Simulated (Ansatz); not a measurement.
## Computed frozen-phonon scan: PdSb2 (space group Pa-3)

PdSb2 (space group Pa-3)

```xyz
12
Lattice="6.4161 0.0000 0.0000 0.0000 6.4161 0.0000 0.0000 0.0000 6.4161" Properties=species:S:1:pos:R:3 pbc="T T T"
Sb     2.3924     2.3924     2.3924
Sb     4.0237     4.0237     4.0237
Sb     0.8157     4.0237     5.6004
Sb     5.6004     2.3924     0.8157
Sb     5.6004     0.8157     4.0237
Sb     0.8157     5.6004     2.3924
Sb     4.0237     5.6004     0.8157
Sb     2.3924     0.8157     5.6004
Pd     0.0000     0.0000     0.0000
Pd     3.2081     0.0000     3.2081
Pd     3.2081     3.2081     0.0000
Pd     0.0000     3.2081     3.2081
```

A phonon eigenvector at Γ is frozen into this cell: atom i moves by Q times the vector below, so Q is the largest atomic displacement, in Å. The cell is held. It is one choice among 2 degenerate patterns.

```csv
atom,x,y,z
Sb1,-0.345,-0.371,0.716
Sb2,-0.345,-0.371,0.716
Sb3,0.345,0.371,0.716
Sb4,0.345,0.371,0.716
Sb5,-0.345,0.371,-0.716
Sb6,-0.345,0.371,-0.716
Sb7,0.345,-0.371,-0.716
Sb8,0.345,-0.371,-0.716
Pd9,0.076,0.666,-0.742
Pd10,-0.076,-0.666,-0.742
Pd11,0.076,-0.666,0.742
Pd12,-0.076,0.666,0.742
```

Calculation: LDA (plane waves to 420 eV, PAW, scalar-relativistic; Ansatz, a quantum-chemistry and plane-wave program). k mesh 6×6×6 (Γ-centred), Fermi-Dirac smearing 0.05 eV. E stands for the smeared free energy. With partly filled bands, energies and forces of such displacements shift with the k mesh and the smearing. PdSb2 is run without spin polarisation. PdSb2 was relaxed with its symmetry unable to fall. Spin-orbit coupling is left out, though Sb is heavy. The zero of ΔE is the undisplaced structure.

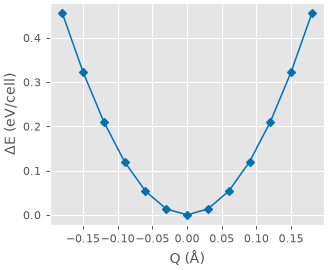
Figure: ΔE (eV/cell) against Q (Å); one marker a computed point.

The energy at Q = 0.180 Å is 456 meV/cell. Harmonic wavenumber from the curvature (finite differences): 83 cm⁻¹. Shape of the curve: a single well with its minimum at or next to zero displacement. Space group of the distorted cell: P2_12_12_1 (No. 19), lowered from Pa-3. Symmetry of the curve: even: the same for both signs.

E″ = 30.02 eV/Å², M = Σ mᵢ|uᵢ|² = 1174.2 u, ν̃ = 521.5·√(|E″|/M).

(For displaced atoms, the force is minus the slope of the energy, and its curvature is a force constant, which sets phonon frequencies.)
